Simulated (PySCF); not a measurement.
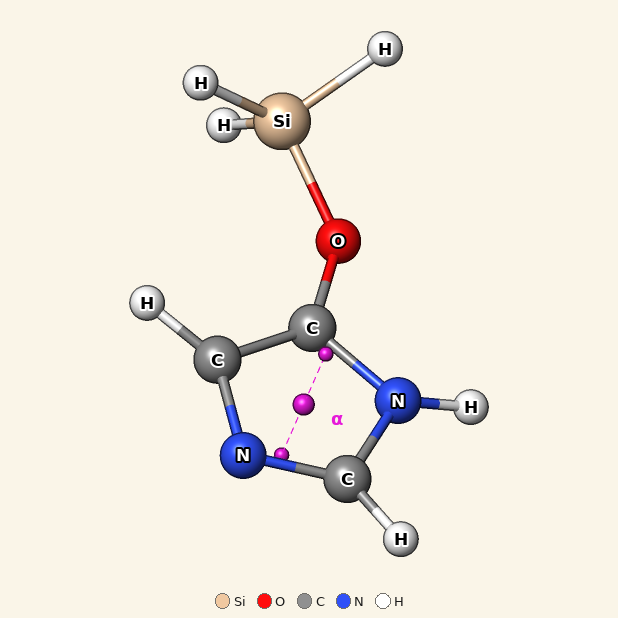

The small points mark where nucleus-independent chemical shifts (NICS) were computed: at the centre of each lettered ring and 1 Å above and below it. Geometry: a frame of a GFN2-xTB molecular-dynamics simulation, not a minimum. Method: GIAO PBE0/pcSseg-1 NMR shielding, non-relativistic, gas phase (PySCF 2.14.0).

Give NICS(0), NICS(1) and the out-of-plane component NICS(1)zz for each ring (means of the two sides).

| ring | members | NICS(0) | NICS(1) | NICS(1)zz |
| --- | --- | --- | --- | --- |
| α | C3N2 | −12.4 | −9.9 | −26.5 |

Values in ppm.

What do the values say about the ring currents?

Answer. Ring α: diatropic, as in an aromatic ring. NICS is one index among several.
